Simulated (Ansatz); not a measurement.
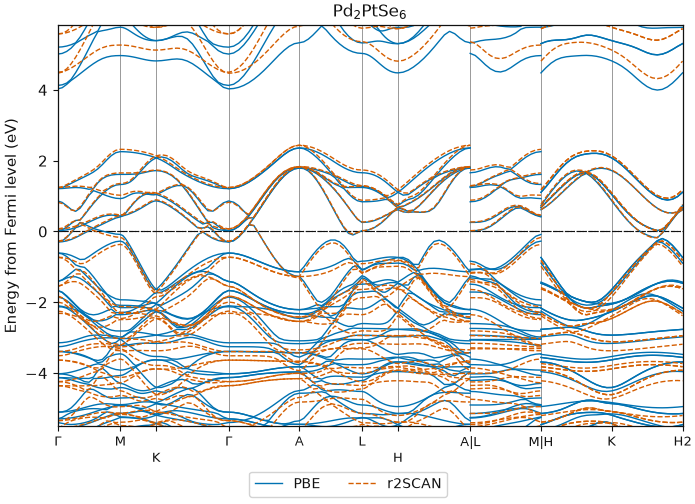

Band structures of Pd2PtSe6, space group P-31m (No. 162), 9 atoms in the cell, by two methods on the same cell. Each is counted from its own Fermi level.

Question: What changes from one method to the other?

Answer: Both give a metal. The 9 bands that come within 1 eV of the Fermi level differ by 0.06 eV on average and by 0.19 eV at most (between M and K).

Settings. PBE: DFT PBE, scalar-relativistic, plane waves, PAW, no spin polarisation, 6×6×8 k mesh, 420 eV cutoff (Ansatz 0.2.0). r2SCAN: DFT r2SCAN, scalar-relativistic, plane waves, PAW, no spin polarisation, 6×6×8 k mesh, 500 eV cutoff, Gaussian smearing of 0.1 eV (Ansatz 0.2.0).

The structure is an invented one, so it need not be a known or stable phase. Spin-orbit coupling is left out, which matters for Pt.
